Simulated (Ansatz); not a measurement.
**[BCl2]+ (SMILES Cl[B+]Cl): CCSD/cc-pVTZ**

Aim: the energy change on altering one bond length of [BCl2]+ at CCSD/cc-pVTZ, from 2 runs. 

Program for the calculation: Ansatz 0.2.0.

6 further runs of the same task are left out: 6 that didn't finish.

## Step 1: The molecule

The species is [BCl2]+ (3 atoms), meant as a singlet with charge +1. SMILES: `Cl[B+]Cl`. The coordinates come from a PBE0-D4/def2-TZVP relaxation.

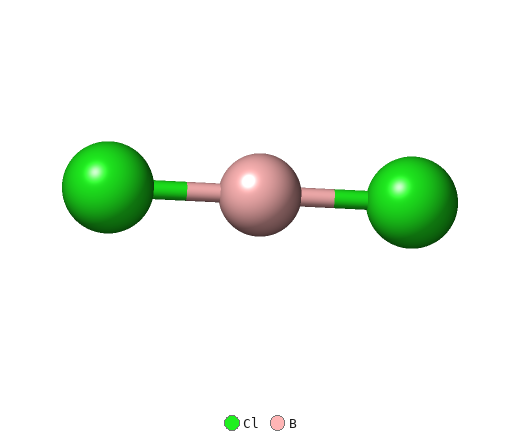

The structure, seen from a chosen angle (chlorine green, boron pink).

## Step 2: A single-point energy at CCSD/cc-pVTZ

Input file input.yaml:

```yaml
crystal:
  periodic: [false, false, false]
  atoms:
    - {symbol: Cl, position_ang: [-1.267920, 0.785680, -0.605300]}
    - {symbol: B, position_ang: [0.000010, 0.000020, 0.000000]}
    - {symbol: Cl, position_ang: [1.267910, -0.785700, 0.605290]}
basis:
  gaussian: {orbitals: cc-pVTZ}
total_charge: 1
correlation: {method: ccsd, frozen_orbitals: {B: 1, Cl: 5}}
accuracy: high
scf: {omitted_lower_state_checks: [cluster_reference, increment]}
```

The run is started by

```bash
$ ansatz run input.yaml --threads 1 --pin off --max-ram 3480MiB --events-out events.jsonl --progress --plain --runs-dir runs
```

The program printed, shortened:

```text
Warning: RAYON_NUM_THREADS=1 ignored (pool sized by the plan → 1); use --threads N
Functional definition: HF
  name "HF"
[...]
1391 factors; integrals over basis functions are off by at most 3.8e-9 eV
[...]
mean field -25673.60075214 eV, -943.4874254496 hartree, gradient 1.8e-8 eV, S^2 0.000000; 0 other end points of the search recorded, 0 dependent functions left out
11 core orbitals not correlated: weight in the atoms' cores, before any rotation towards them, 1.000 or more for the frozen orbitals, at most 0.000 for the correlated occupied ones
reference -25673.60075214 eV, -943.4874254496 hartree; 8, 8 occupied and 79, 79 virtual orbitals, 1391 factors
second order -12.10286102 eV of doubles, -0.00000000 eV of singles
cycle   1  -12.57928666 eV  change   -4.8e-1 eV  update   8.3e-2
[...]
cycle  19  -12.92356513 eV  change   -1.4e-9 eV  update  9.1e-10
Total energy: -25686.52431727 eV, -943.9623577080 hartree
Checks for a lower state left out: cluster_reference, increment
```

Run time: 3.6 s. Hardware: 1 thread of Intel Xeon 6975P-C (Granite Rapids), shared host; peak memory 0.46 GiB.

## Step 3: The distorted shape

Input file run.yaml:

```yaml
crystal:
  periodic: [false, false, false]
  atoms:
    - {symbol: Cl, position_ang: [-2.282276, 1.414278, -1.089549]}
    - {symbol: B, position_ang: [-1.014346, 0.628618, -0.484249]}
    - {symbol: Cl, position_ang: [1.267910, -0.785700, 0.605290]}
basis:
  gaussian:
    orbitals: cc-pVTZ
total_charge: 1
correlation:
  method: ccsd
  frozen_orbitals: {B: 1, Cl: 5}
accuracy: high
scf:
  omitted_lower_state_checks: [cluster_reference, increment]
```

The run is started by

```bash
$ ansatz run run.yaml --threads 1 --pin off --max-ram 3480MiB --events-out events.jsonl --progress --plain --runs-dir runs
```

The program printed, shortened:

```text
Warning: RAYON_NUM_THREADS=1 ignored (pool sized by the plan → 1); use --threads N
[... 2 set-up lines as earlier in the session ...]
[...]
1372 factors; integrals over basis functions are off by at most 3.6e-9 eV
[...]
mean field -25667.37417599 eV, -943.2586029967 hartree, gradient 1.5e-8 eV, S^2 0.000000; 2 other end points of the search recorded, 0 dependent functions left out; unrestricted orbitals would lower it
11 core orbitals not correlated: weight in the atoms' cores, before any rotation towards them, 1.000 or more for the frozen orbitals, at most 0.000 for the correlated occupied ones
reference -25667.37417599 eV, -943.2586029967 hartree; 8, 8 occupied and 79, 79 virtual orbitals, 1372 factors
second order -12.33237586 eV of doubles, -0.00000000 eV of singles
cycle   1  -12.90275266 eV  change    -1.1e0 eV  update   1.3e-1
[...]
cycle  29  -13.65926832 eV  change   7.9e-10 eV  update  8.6e-10
WARN: these amplitudes may be one of several solutions (largest doubles amplitude 0.33, level shift 1.28 eV)
Total energy: -25681.03344432 eV, -943.7605718490 hartree
Checks for a lower state left out: cluster_reference, increment
```

Run time: 5.1 s. Hardware: 1 thread of Intel Xeon 6975P-C (Granite Rapids), shared host; peak memory 0.46 GiB.

## Step 4: Results

At CCSD/cc-pVTZ, 11 core orbitals frozen:

| quantity | value |
| --- | --- |
| first shape: total energy | -943.96236 Eh |
| first shape: correlation energy (11 core orbitals frozen) | -474.9 mEh |
| first shape: T1 diagnostic | 0.014 |
| distorted shape: total energy | -943.76057 Eh |
| distorted shape: correlation energy (11 core orbitals frozen) | -502.0 mEh |
| distorted shape: T1 diagnostic | 0.033 |
| energy change with the B2–Cl3 bond stretched from 1.610 to 2.898 Å | 5.491 eV |

With the B2–Cl3 bond stretched from 1.610 to 2.898 Å the energy rises by 5.49 eV (530 kJ/mol). The first shape isn't relaxed at this level, so the change isn't measured from a minimum. The T1 diagnostic (distorted shape) of 0.033 is above the customary mark for such species, so a single reference may not serve. The restricted solution (distorted shape) is unstable to spin breaking: an unrestricted one lies lower.
